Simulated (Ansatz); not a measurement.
System: C2H7B.

Input

```
crystal:
  periodic: [false, false, false]
  atoms:
    - { symbol: B, position_ang: [-0.591049, 0.163868, -0.420467] }
    - { symbol: C, position_ang: [0.628478, 1.118641, -0.098788] }
    - { symbol: C, position_ang: [-0.435632, -1.209187, 0.294293] }
    - { symbol: H, position_ang: [0.636825, -1.216537, 0.454856] }
    - { symbol: H, position_ang: [-1.472532, 0.45756, -1.184364] }
    - { symbol: H, position_ang: [0.486255, 2.187915, -0.293451] }
    - { symbol: H, position_ang: [1.002115, 0.98586, 0.926055] }
    - { symbol: H, position_ang: [1.445506, 0.786992, -0.763595] }
    - { symbol: H, position_ang: [-0.898829, -1.164879, 1.294915] }
    - { symbol: H, position_ang: [-0.801137, -2.110233, -0.209454] }
basis:
  gaussian: { orbitals: "6-31G*" }
hamiltonian:
  xc: pbe0
  dispersion: d4
relax:
  f_tol: 0.03
  max_steps: 50
output:
  orbitals: {}
```

Command:

```sh
ansatz run input.yaml --threads 1 --pin off --max-ram 2048MiB --backend cpu --events-out ev --progress --plain --runs-dir out
```

The fields are those of the relaxed geometry.

Theory: RKS PBE0-D4/6-31G* (Ansatz 0.2.0).

### Predict the electron density and electron localisation function between the atoms.

C–B (1.57 Å): the density is about 1.4 e/Å³ at the midpoint; the ELF peaks at about 1 between the atoms (a covalent bond).
C–H (1.10 Å): the density is about 1.9 e/Å³ at the midpoint; the ELF climbs to about 1 towards the hydrogen, as it does in any bond to H; an ordinary covalent bond to hydrogen.
B–H (1.21 Å): ρ is about 1.2 e/Å³ halfway; the ELF climbs to about 1 towards the hydrogen: a covalent bond by its length.

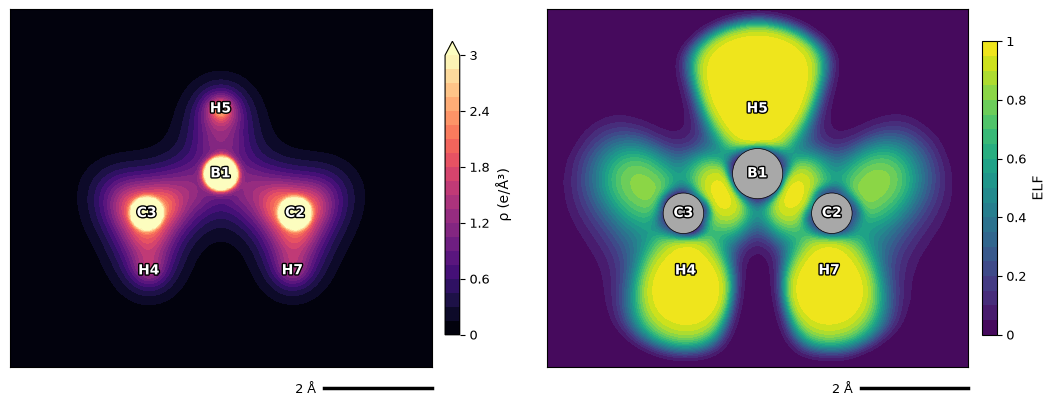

Computed electron density and electron localisation function on the plane of atoms C2, B1 and H5, in this order. Grey discs cover the atomic cores in the ELF map. 
